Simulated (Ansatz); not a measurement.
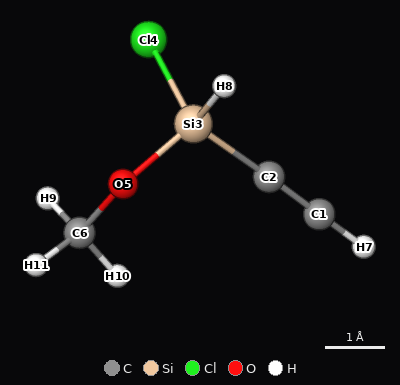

Starting structure of C3H5ClOSi. A ball-and-stick model, seen at a tilt.

The start comes from PBE-D4/def2-SVP.

The calculation used RKS PBE0-D4/def2-TZVP (Ansatz 0.2.0).

The input:
```yaml
crystal:
  periodic: [false, false, false]
  atoms:
    - {symbol: C, position_ang: [-0.954914, 0.732907, 2.415660]}
    - {symbol: C, position_ang: [-0.116995, 0.287325, 1.634876]}
    - {symbol: Si, position_ang: [1.127019, -0.329424, 0.437033]}
    - {symbol: Cl, position_ang: [1.019882, -2.409994, 0.456190]}
    - {symbol: O, position_ang: [0.815065, 0.251488, -1.088208]}
    - {symbol: C, position_ang: [-0.412271, 0.076600, -1.780535]}
    - {symbol: H, position_ang: [-1.690849, 1.119424, 3.109633]}
    - {symbol: H, position_ang: [2.506938, 0.109865, 0.779677]}
    - {symbol: H, position_ang: [-0.651925, -1.000773, -1.923571]}
    - {symbol: H, position_ang: [-1.260516, 0.556445, -1.241825]}
    - {symbol: H, position_ang: [-0.316135, 0.549137, -2.778329]}
basis:
  gaussian: {orbitals: def2-TZVP}
hamiltonian: {xc: pbe0, dispersion: d4}
relax: {f_tol: 0.005, max_steps: 150}
```

Launched with:
```bash
ansatz run in.yaml --threads 2 --pin off --events-out ev --progress --plain --max-ram 32768MiB --backend cuda --devices 0, --max-vram 18GiB
```

What does the optimiser find from here?

The energy falls by 2.20 kcal/mol in 10 geometry steps. Largest force component: 1.3 eV/Å at the start, 0.0025 eV/Å at the end. The atom that moves furthest after the best rigid fit is H10 (0.12 Å). By element the largest moves are H 0.12 Å, Cl 0.05 Å, C 0.04 Å, O 0.04 Å, Si 0.02 Å. Near-neighbour distances that change, for instance: Si3–O5 1.662 → 1.621 Å, Si3–Cl4 2.083 → 2.052 Å, C1–C2 1.229 → 1.206 Å, C6–H10 1.114 → 1.095 Å.

Final geometry:

```xyz
11

C    -0.9374    0.7430    2.3775
C    -0.1268    0.3037    1.6003
Si    1.1075   -0.3285    0.4228
Cl    1.0018   -2.3763    0.4909
O     0.8106    0.2149   -1.0749
C    -0.4136    0.0659   -1.7663
H    -1.6527    1.1281    3.0682
H     2.4708    0.0925    0.7775
H    -0.6000   -0.9851   -2.0054
H    -1.2506    0.4513   -1.1756
H    -0.3442    0.6334   -2.6946
```

The end point in the same view:

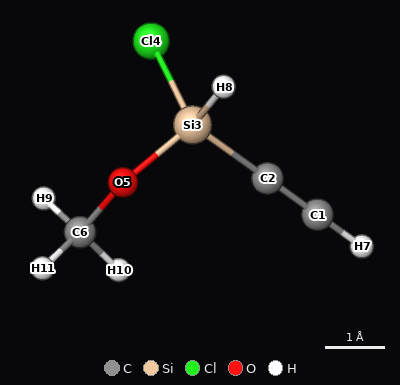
